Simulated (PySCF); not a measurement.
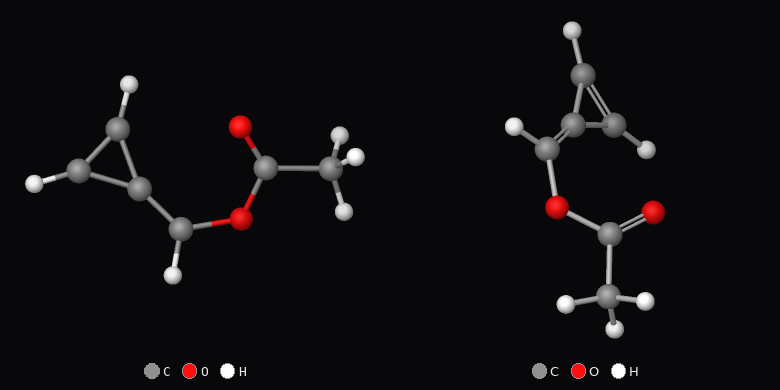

Two views of one molecule.

The computed structure is the end point of a GFN2-xTB optimisation. No frequency run is at hand to confirm it as a minimum.

Describe the molecule.

Formula C6H6O2. As SMILES it reads `CC(=O)OC=C1C=C1`. Independent rings (smallest set): 1 of 3 members. Among its groups: ester, alkene. The point group is C1. Coordination, clear cases only: 1 C tetrahedral; 2 C trigonal planar; 1 O bent.

More results for the same structure follow; atom numbers are the same in all pictures, views and colours differ.

Bond orders

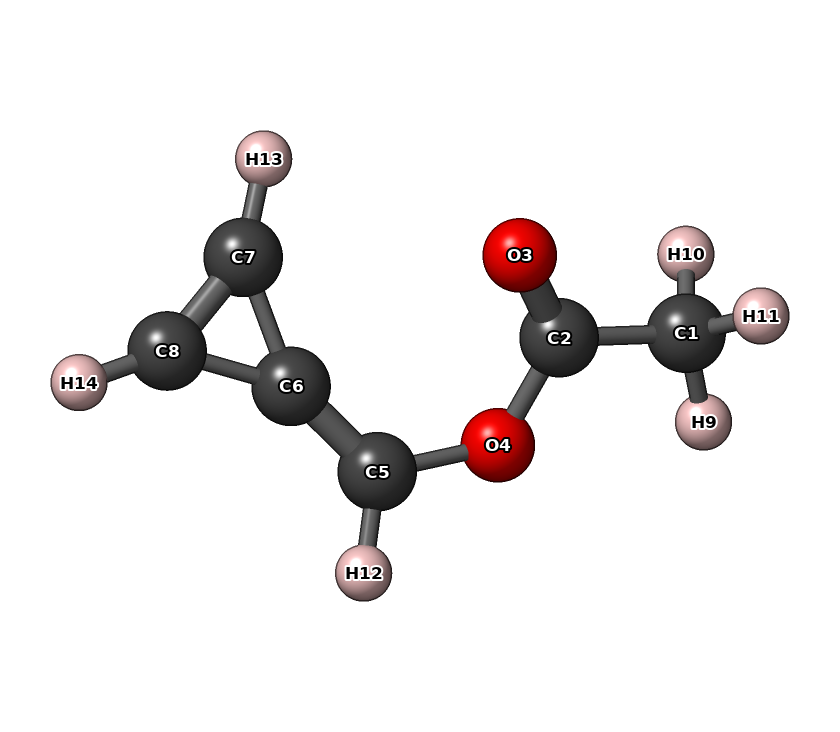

The thickness of each stick grows with its Mayer bond order. No frequency run is at hand to confirm it as a minimum. Method: PBE0/pcSseg-1 (PySCF 2.14.0).

> Which bond has the highest Mayer bond order?

C2–O3, 1.95, at a length of 1.205 Å.

List the Mayer bond orders of C1–C2, C1–H9, C1–H10, C1–H11, C2–O3, C2–O4, O4–C5, C5–C6, C5–H12, C6–C7, C6–C8, C7–C8, C7–H13, C8–H14.

```
  bond  Mayer order  length (Å)
 C1–C2         0.99       1.511
 C1–H9         0.96       1.085
C1–H10         0.95       1.088
C1–H11         0.95       1.087
 C2–O3         1.95       1.205
 C2–O4         1.08       1.333
 O4–C5         0.86       1.402
 C5–C6         1.80       1.311
C5–H12         0.97       1.078
 C6–C7         0.89       1.450
 C6–C8         0.89       1.448
 C7–C8         1.64       1.321
C7–H13         1.03       1.062
C8–H14         1.03       1.062
```

Electronic properties

No frequency run is at hand to confirm it as a minimum. Properties computed with PBE0/def2-SVPD, gas phase (PySCF 2.14.0). Excitations: vertical, linear response.

Predict the main results.

- dipole moment: 1.56 D
- HOMO energy (Kohn–Sham orbital): −6.04 eV
- LUMO energy (Kohn–Sham orbital): −0.68 eV
- HOMO–LUMO gap: 5.36 eV
- mean static polarisability: 75.9 bohr³
- lowest vertical singlet excitation: 4.20 eV
- its oscillator strength: 0.011
- brightest of the 6 lowest singlets: 5.33 eV
- its oscillator strength: 0.13

NMR shielding

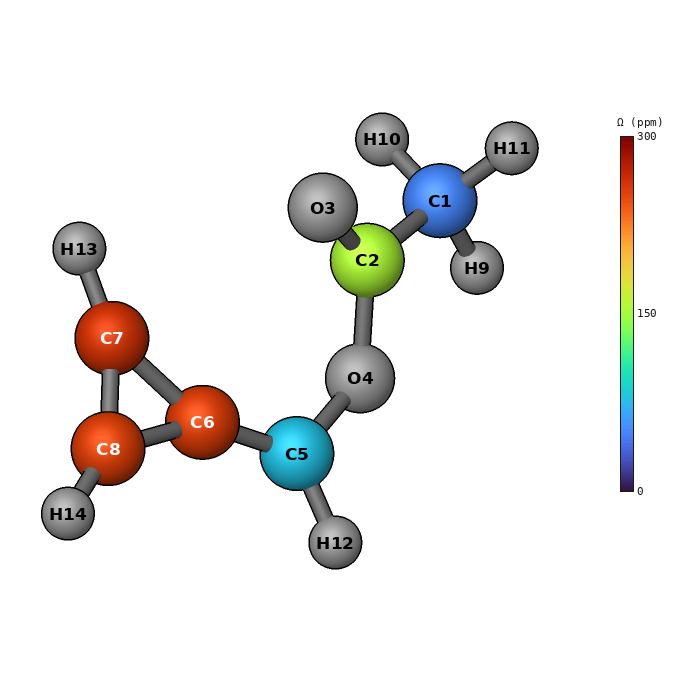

The C atoms are coloured by the span of their shielding tensor. No frequency run is at hand to confirm it as a minimum. Level of theory: GIAO PBE0/pcSseg-1 NMR shielding, non-relativistic, gas phase (PySCF 2.14.0). Principal shieldings σ11 ≤ σ22 ≤ σ33, span Ω = σ33 − σ11, skew κ = 3(σiso − σ22)/Ω.

Give the shielding tensors of the C atoms.

```json
{"atom": "C1", "σ11": "141.8", "σ22": "154.9", "σ33": "192.5", "σiso": "163.1", "Ω": "50.7", "κ": "0.48"}
{"atom": "C2", "σ11": "−86.3", "σ22": "55.3", "σ33": "68.9", "σiso": "12.6", "Ω": "155.2", "κ": "−0.82"}
{"atom": "C5", "σ11": "29.3", "σ22": "96.3", "σ33": "108.5", "σiso": "78.0", "Ω": "79.2", "κ": "−0.69"}
{"atom": "C6", "σ11": "−34.8", "σ22": "37.5", "σ33": "219.4", "σiso": "74.1", "Ω": "254.2", "κ": "0.43"}
{"atom": "C7", "σ11": "−76.8", "σ22": "19.5", "σ33": "182.9", "σiso": "41.9", "Ω": "259.7", "κ": "0.26"}
{"atom": "C8", "σ11": "−67.4", "σ22": "47.9", "σ33": "184.8", "σiso": "55.1", "Ω": "252.2", "κ": "0.09"}
```

Shieldings and span in ppm.
